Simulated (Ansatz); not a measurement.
# Si2H5 radical (SMILES [SiH2][SiH3]): one structure at several levels

A test off equilibrium: a structure displaced at random from a GFN2-xTB minimum is computed at several levels, and each is set against CCSD(T).

Computed with Ansatz 0.2.0, Gaussian basis. Level: single points in def2-TZVPP.

Correlated methods freeze the cores. Orbitals are unrestricted.

**1. Where the work starts**

7 atoms, charge 0, spin multiplicity 2.

Atoms are counted from 1 here; the program's logs count them from 0.

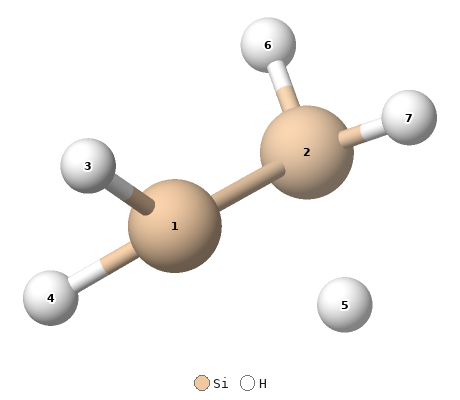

The starting geometry (silicon light orange, hydrogen white); atoms are numbered from 1 in the order of the file.

As a file:

```
Si   -0.09050   -1.16340   -0.12570
Si    0.35800    1.07010    0.12750
H    -0.29580   -2.39940    0.85840
H    -1.46940   -1.69970   -0.72870
H     0.25640    1.48810   -1.67150
H    -0.33690    1.79080    1.18670
H     1.70200    1.08710    0.44370
```

**2. CCSD(T)/def2-TZVPP**

run/in.yaml reads:

```yaml
crystal:
  periodic: [false, false, false]
  atoms:
    - {symbol: Si, position_ang: [-0.090500, -1.163400, -0.125700]}
    - {symbol: Si, position_ang: [0.358000, 1.070100, 0.127500]}
    - {symbol: H, position_ang: [-0.295800, -2.399400, 0.858400]}
    - {symbol: H, position_ang: [-1.469400, -1.699700, -0.728700]}
    - {symbol: H, position_ang: [0.256400, 1.488100, -1.671500]}
    - {symbol: H, position_ang: [-0.336900, 1.790800, 1.186700]}
    - {symbol: H, position_ang: [1.702000, 1.087100, 0.443700]}
basis:
  gaussian: {orbitals: def2-TZVPP}
magnetization: {spin_polarized: true, initial_magnetization: 1}
correlation: {method: ccsd_t}
scf: {omitted_lower_state_checks: [cluster_reference]}
output: {forces: true}
```

Run with:

```bash
ansatz run in.yaml --threads 4 --pin off --events-out ev --progress --plain --max-ram 5222MiB
```

**3. PBE0-D4/def2-TZVPP**

Changes to run/in.yaml since step 2:

```diff
@@ -13,4 +13,3 @@
 magnetization: {spin_polarized: true, initial_magnetization: 1}
-correlation: {method: ccsd_t}
-scf: {omitted_lower_state_checks: [cluster_reference]}
-output: {forces: true}
+hamiltonian: {xc: pbe0, dispersion: d4}
+output: {forces: true, orbitals: {seedname: orbitals}}
```

**4. wB97M-V/def2-TZVPP**

Changes to run/in.yaml since step 3:

```diff
@@ -13,3 +13,3 @@
 magnetization: {spin_polarized: true, initial_magnetization: 1}
-hamiltonian: {xc: pbe0, dispersion: d4}
-output: {forces: true, orbitals: {seedname: orbitals}}
+hamiltonian: {xc: {name: wB97M-V}}
+output: {forces: true}
```

**5. r2SCAN-D4/def2-TZVPP**

Changes to run/in.yaml since step 4:

```diff
@@ -13,3 +13,3 @@
 magnetization: {spin_polarized: true, initial_magnetization: 1}
-hamiltonian: {xc: {name: wB97M-V}}
+hamiltonian: {xc: r2scan, dispersion: d4}
 output: {forces: true}
```

**6. PBE-D4/def2-TZVPP**

Changes to run/in.yaml since step 5:

```diff
@@ -13,3 +13,3 @@
 magnetization: {spin_polarized: true, initial_magnetization: 1}
-hamiltonian: {xc: r2scan, dispersion: d4}
+hamiltonian: {xc: pbe, dispersion: d4}
 output: {forces: true}
```

**7. wB97X-V/def2-TZVPP**

Changes to run/in.yaml since step 6:

```diff
@@ -13,3 +13,3 @@
 magnetization: {spin_polarized: true, initial_magnetization: 1}
-hamiltonian: {xc: pbe, dispersion: d4}
+hamiltonian: {xc: {name: wB97X-V}}
 output: {forces: true}
```

**8. CAM-B3LYP-D4/def2-TZVPP**

Changes to run/in.yaml since step 7:

```diff
@@ -13,3 +13,3 @@
 magnetization: {spin_polarized: true, initial_magnetization: 1}
-hamiltonian: {xc: {name: wB97X-V}}
+hamiltonian: {xc: {name: CAM-B3LYP}, dispersion: d4}
 output: {forces: true}
```

(Steps that only read results are left out.)

Before running it: what results should come out? Wanted: energy less free atoms, CCSD(T)/def2-TZVPP; RMS force component; RMS force error; HOMO and LUMO, PBE0-D4; T1 diagnostic.

As calculated:

| quantity | value |
| --- | --- |
| energy less free atoms, CCSD(T)/def2-TZVPP | -1650.6 kJ/mol |
| RMS force component | 1.429 to 1.573 eV/Å over the methods |
| RMS force error | PBE0-D4 0.075, wB97M-V 0.053, r2SCAN-D4 0.078, PBE-D4 0.187, wB97X-V 0.061, CAM-B3LYP-D4 0.043 eV/Å |
| HOMO and LUMO, PBE0-D4 | -6.23 and -2.72 eV |
| T1 diagnostic | 0.017 |

Against CCSD(T) the functionals' energies less atoms differ by -58.8 to -24.7 kJ/mol, PBE-D4 by -31.8 kJ/mol. CCSD(T) in triple zeta still lacks some correlation energy of the bonds, so part of these gaps is its own basis error and they don't rank the functionals. For forces CAM-B3LYP-D4 does best and PBE-D4 worst. Frozen-core CCSD(T) forces in triple zeta carry basis errors of their own, and this is one geometry, so small gaps rank nothing.
